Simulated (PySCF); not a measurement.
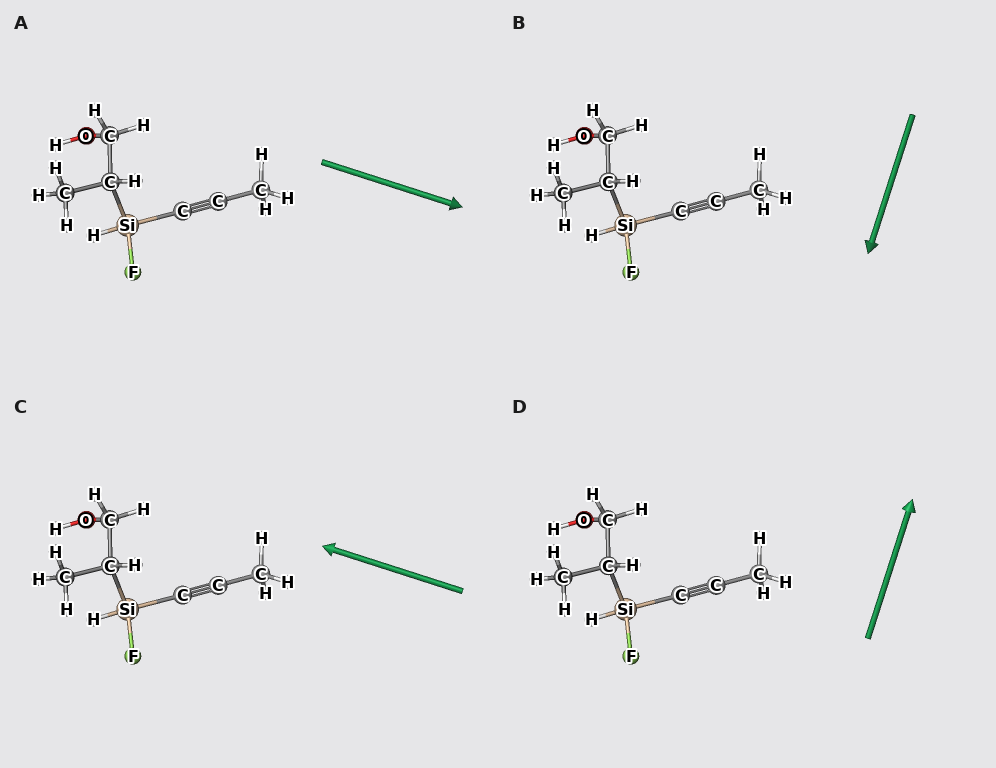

The same molecule four times, each with an arrow. The computed structure is the end point of a GFN2-xTB optimisation. No frequency run is at hand to confirm it as a minimum. Properties computed with PBE0/pcSseg-1, gas phase (PySCF 2.14.0).

Which arrow points along the dipole moment, from the negative to the positive end?

Answer. D. The dipole moment is 1.91 D.

The geometry is semi-empirical. Around Si such bond lengths and angles can be off by a tenth of an ångström or more and by several degrees, and values that hang on the shape move with them.
